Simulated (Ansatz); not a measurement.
## Electronic structure of As2Se (triplet) in real space

Input

```
crystal:
  periodic: [false, false, false]
  atoms:
    - {symbol: As, position_ang: [-0.534953, 0.728962, -1.044836]}
    - {symbol: As, position_ang: [0.990058, 0.505568, 0.820643]}
    - {symbol: Se, position_ang: [-0.455105, -1.234530, 0.224194]}
basis:
  gaussian: {orbitals: def2-TZVP, initial_orbitals: start.molden}
magnetization: {spin_polarized: true, initial_magnetization: 2}
hamiltonian: {xc: pbe0, dispersion: d4}
scf: {omitted_lower_state_checks: [starts]}
output: {orbitals: {seedname: orbitals}}
```

Command:

```sh
ansatz run in.yaml --threads 4 --pin off --events-out ev --progress --plain --max-ram 3916MiB
```

Geometry: PBE0-D4/def2-TZVP.

Method: UKS PBE0-D4/def2-TZVP (Ansatz 0.2.0).

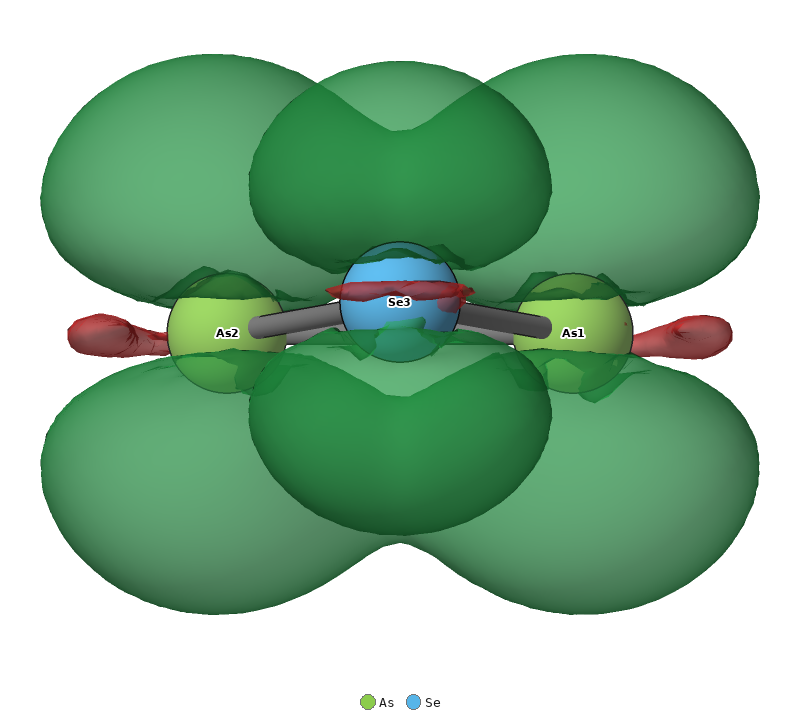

Figure 1. Isosurfaces of the spin density (α minus β) at +0.015 (green) and −0.015 e/Å³ (red), seen from one side.

### Where is the unpaired spin?

The unpaired spin (2 electrons) lies mostly on As1 (about 0.8), As2 (about 0.8) and Se3 (about 0.4), in electrons by Hirshfeld's partition.

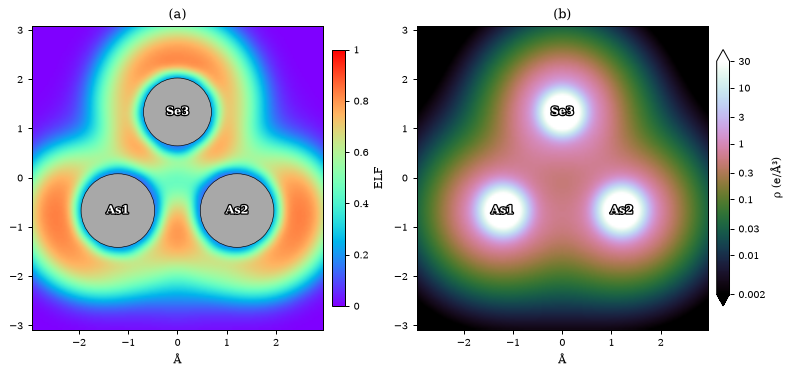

Figure 2. (a) ELF; (b) electron density on the molecular plane. Grey discs cover the atomic cores in the ELF map.

### Describe what can be read from this map.

- Atoms in the plane: As and Se.
- As–Se (2.34 Å): the density is about 0.66 e/Å³ at the midpoint; the ELF peaks at about 0.70 between the atoms.
- As–As (2.42 Å): the density is about 0.58 e/Å³ at the midpoint; the ELF peaks at about 0.70 between the atoms.
- The ELF also peaks beside As1, As2 and Se3, away from the bonds: non-bonding electrons, paired or unpaired.

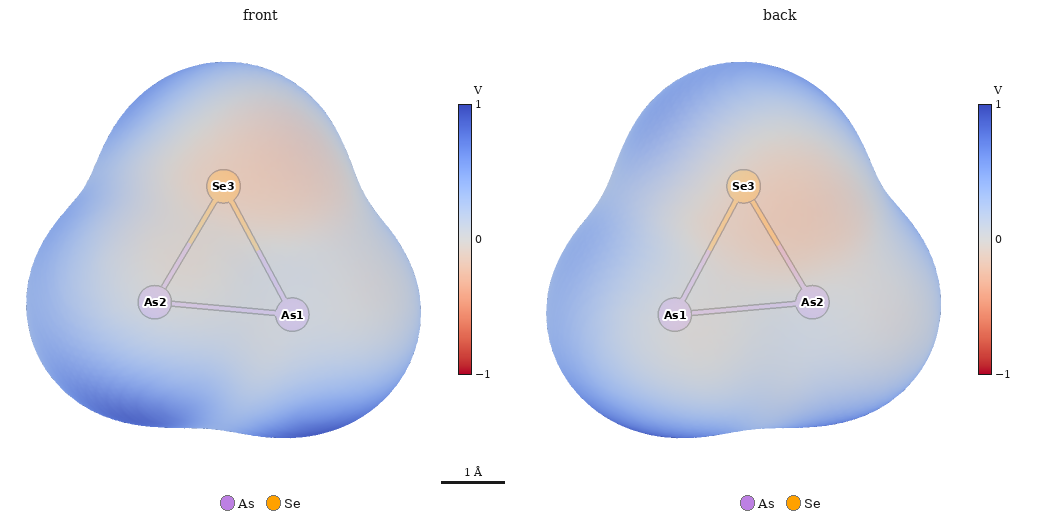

Figure 3. The electrostatic potential painted on the density surface at 0.002 e/bohr³, seen from the front and from behind; red is negative and blue positive.

### Describe the electrostatic potential map.

The most negative region (about −0.2 V) lies over Se3, the most positive (about +0.9 V) over As1 and As2.
